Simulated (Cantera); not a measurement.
A closed system holds: 1 mol C2F6, a varied amount of H2, held at 2625 °C and 0.413 Torr.

These are equilibrium values from Cantera (NASA tables, ideal gas, pure condensed phases), not measurements of a reactor. Candidate condensed phases: C, C6H6, C7H8, C8H18; 95 gas species. The feed counts by its element totals alone. Kinetics and transport are ignored.

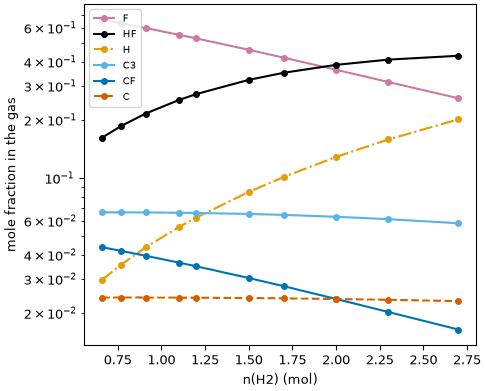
Figure: Equilibrium gas composition (values under 1e-9 drawn at 1e-9)

From 0.66 mol H2 to 2.7 mol H2 nothing is condensed. The main C-bearing gas is C3 throughout.
